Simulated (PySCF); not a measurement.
System: C₇H₈O₂S.

Input file:

```
{"job": {"kind": "nmr", "xc": "PBE0", "basis": "pcSseg-1"}, "charge": 0, "multiplicity": 1}
O      1.971876     0.032462     1.171095
C      2.037205     0.442589     0.044767
O      2.472932     1.673927    -0.249797
C      1.674196    -0.330311    -1.199278
C      0.532483    -1.317217    -0.923382
C     -0.735796    -0.591981    -0.627899
C     -1.290125    -0.314295     0.580854
C     -2.482769     0.440458     0.486319
C     -2.816848     0.729745    -0.794749
S     -1.681945     0.086509    -1.916177
H      2.714597     2.153100     0.558639
H      1.404969     0.375059    -1.986013
H      2.567515    -0.874735    -1.515596
H      0.401602    -1.961940    -1.794197
H      0.800194    -1.931725    -0.062136
H     -0.856592    -0.635351     1.510622
H     -3.061787     0.750245     1.337887
H     -3.660465     1.279780    -1.162134
```

Run with:

```sh
OMP_NUM_THREADS=1 python probes_run.py task.json out
```

Geometry: GFN2-xTB.

All numbers below come from PBE0/pcSseg-1, SCF density, gas phase, non-relativistic in PySCF.

**Predict the electron density and electron localisation function between the atoms.**

C–C (1.36 Å): ρ is about 2.2 e/Å³ halfway; the ELF peaks at about 0.95 between the atoms; a covalent bond.
C–S (1.72 Å): ρ is about 1.4 e/Å³ halfway; the ELF peaks at about 0.90 between the atoms (a covalent bond).
C–C (1.41 Å): the density is about 2 e/Å³ at the midpoint; the ELF peaks at about 0.95 between the atoms; a covalent bond.

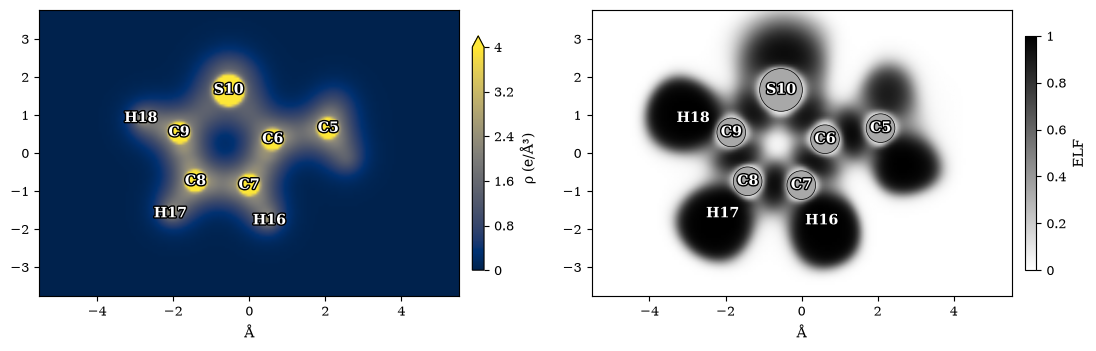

Computed electron density and electron localisation function on the plane of atoms C8, C7 and H16, in this order. Grey discs cover the atomic cores in the ELF map. 
